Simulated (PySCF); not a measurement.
# AlF3, SMILES `F[Al](F)F`: electronic structure

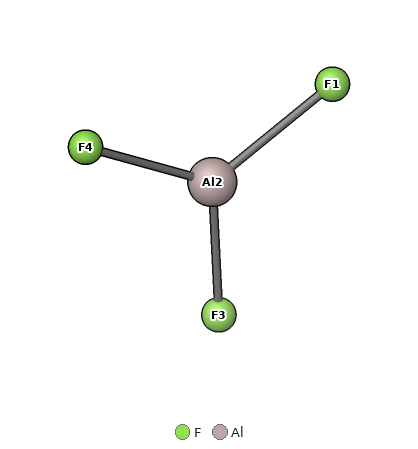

The molecule, with its atoms numbered as below. No frequency check shows the geometry to be a minimum.

Coordinates in Å:

```
F1      -1.0552   -1.2441    0.0000
Al2      0.0000    0.0000    0.0000
F3      -0.5498    1.5359    0.0000
F4       1.6050   -0.2918    0.0000
```

Part 1: Bonding charge

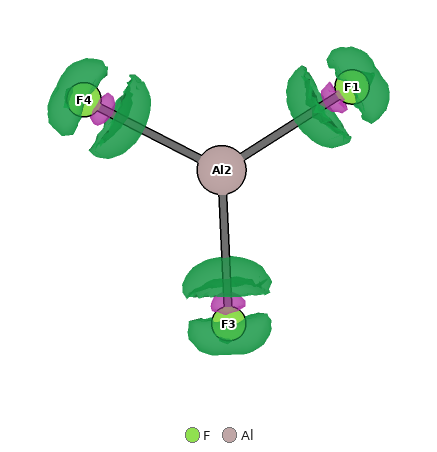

Deformation density (molecule less spherical, spin-averaged free atoms at the same positions), surfaces at ±0.2 e/Å³; green: gain, purple: loss.

Computed with PySCF, PBE/aug-cc-pVDZ, geometry: GFN2-xTB.

Question: How much density has each bond gained at its critical point, relative to the free atoms?

Answer: Al2–F4, Al2–F3 and F1–Al2: +0.02 e/Å³ at the bond critical point (bond length 1.63 Å); up to 0.6 Å beside the axis the gain reaches +0.26 e/Å³. In all, 1.1 electrons gather in the regions of gain relative to the promolecule. A small or negative value marks a very polar bond, one between electron-rich atoms, whose free-atom densities already overlap strongly, a long bond to a heavier atom, or a closed-shell contact such as a hydrogen bond.

Question: Where do the Hirshfeld charges lie?

Answer: The highest Hirshfeld charge is on Al2 (+0.80 e), the lowest on F1, F3 and F4 (−0.27 e).

| atom | charge (e) |
| --- | --- |
| F1 | −0.27 |
| Al2 | +0.80 |
| F3 | −0.27 |
| F4 | −0.27 |

Part 2: Bond critical points

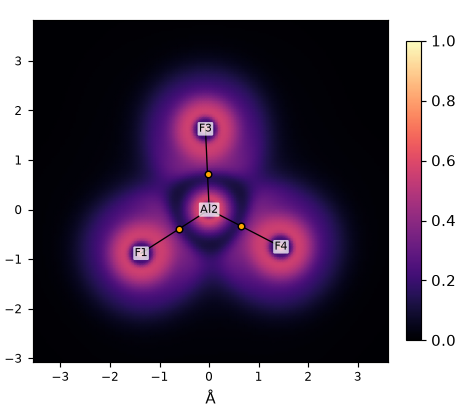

Localised orbital locator (LOL) in the molecular plane, with bond paths and bond critical points (dots).

Question: What values does LOL take at the bond critical points in this plane?

Answer: Al2–F4, Al2–F3 and F1–Al2: about 0.20. Values above 0.5 mark slow, localised electrons, as in shared pairs; low values at a critical point mark a polar or closed-shell contact whose critical point lies between the shells.

Question: Where along Al2–F4 does the critical point lie?

Answer: 0.71 Å from Al2 and 0.92 Å from F4.

Part 3: Local ionisation energy

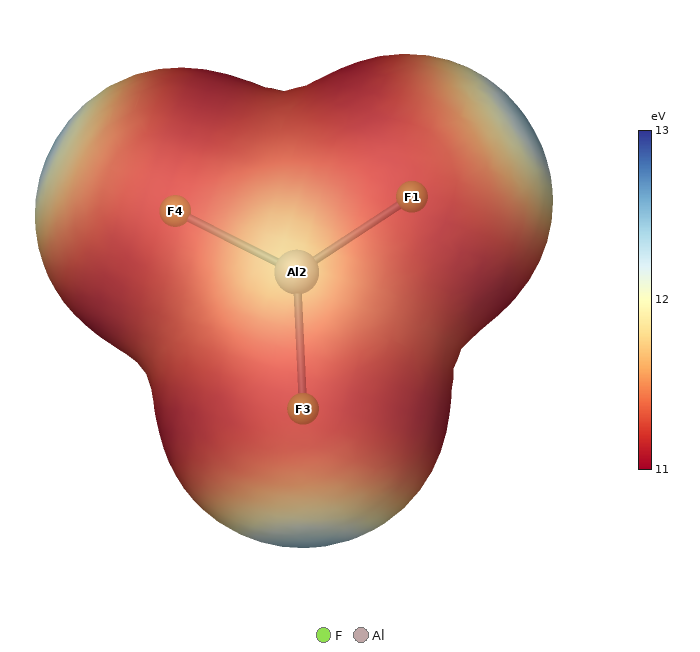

Average local ionisation energy on the surface of electron density 0.001 a.u.

Question: Where are the most loosely bound electrons on this surface?

Answer: The lowest value is 11.0 eV, 1.7 Å from F4, and at like points elsewhere. For comparison, the highest occupied orbital lies at −9.7 eV.

Question: What volume does the surface enclose, and what is the dipole moment?

Answer: About 67 Å³; the dipole moment is 0.0 D.

Part 4: Excited states

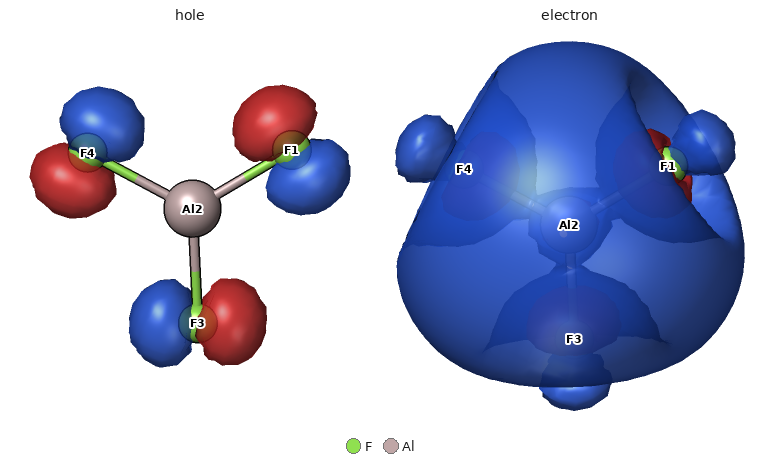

Leading natural transition orbital pair of S₁ (full linear response singlet states); the surfaces enclose about 78 % of each orbital's density.

PySCF calculation, PBE0/def2-SVP, gas phase; geometry: GFN2-xTB. Without diffuse functions Rydberg states are missing, so the states' numbers hold for this basis only.

Question: Give its energy and the atoms that hole and electron lie on.

Answer: 8.38 eV (148 nm), f = 0.000 (dark), partly diffuse acceptor orbital, which a basis without diffuse functions describes poorly; the leading pair carries 99 %; hole on F1, F3 and F4 (32 % each) and Al2 (5 %), electron on Al2 (72 %) and F1, F3 and F4 (9 % each) (atom shares of so diffuse an orbital are rough); their centroids lie 0.0 Å apart. In canonical orbitals it is mainly HOMO → LUMO (99 %). The HOMO–LUMO gap is 10.12 eV.

Part 5: Removing or adding an electron

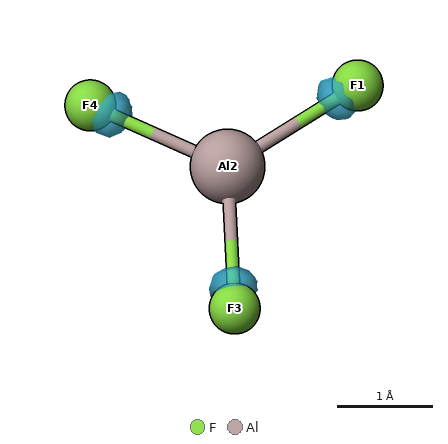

Fukui function f⁺ = ρ(N+1) − ρ(N) at fixed geometry, surfaces at ±0.1 e/Å³ (light blue positive, orange negative).

PySCF calculation, M06-2X/6-311+G**, gas phase; geometry: GFN2-xTB.

Question: On which atoms does the density change most on addition of an electron?

Answer: f⁺ (Hirshfeld-condensed) is largest on Al2 (0.75); the vertical electron affinity is 0.13 eV (the stability of the anion's solution wasn't checked; the anion's highest orbital has positive energy, so this value and f⁺ depend on the basis). Condensed values hint at sites of nucleophilic attack but needn't mark the atom that reacts. Orbital relaxation makes it negative in places (0.07 e in all).

Part 6: Localised orbitals

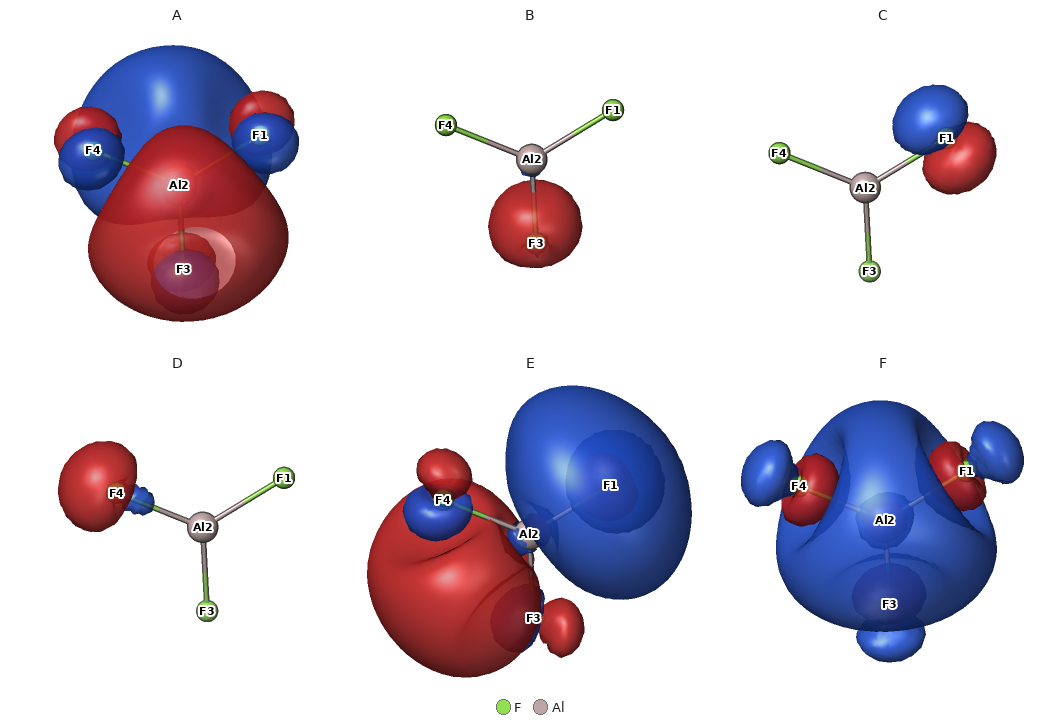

Intrinsic bond orbitals (IBO), occupied and valence-virtual; each surface holds about 80 % of the orbital's density. Energies are diagonal elements of the Fock matrix.

Method: B3LYP/def2-SVP; geometry: GFN2-xTB; program: PySCF.

Question: Name the orbitals, with their atomic make-up and energies.

Answer: By panel:
- A: π* orbital Al2–F4, mostly on Al2 (Al2 86 %, F4 5 %, F3 5 %; −0.2 eV)
- B: pair mostly on F3, shared in part with Al2 (F3 86 %, Al2 14 %; −26.3 eV)
- C: lone pair on F1 (p-type) (F1 96 %, Al2 4 %; −11.6 eV)
- D: lone pair on F4 (sp1.4-type) (F4 99 %; −17.8 eV)
- E: σ* orbital Al2–F1, mostly on Al2 (Al2 84 %, F1 7 %, F3 5 %; 4.1 eV)
- F: σ* orbital Al2–F3, mostly on Al2 (Al2 78 %, F3 7 %, F4 7 %; 0.0 eV)

Question: How do all the valence pairs divide up?

Answer: 12 pairs: 9 lone pairs and 3 strongly polarised pairs.

The PySCF runs shown took 7.5 s, 40 s, 2.5 min and 3.4 s on 1 thread of Intel(R) Xeon(R) Platinum 8488C (Sapphire Rapids), with other jobs on the host.
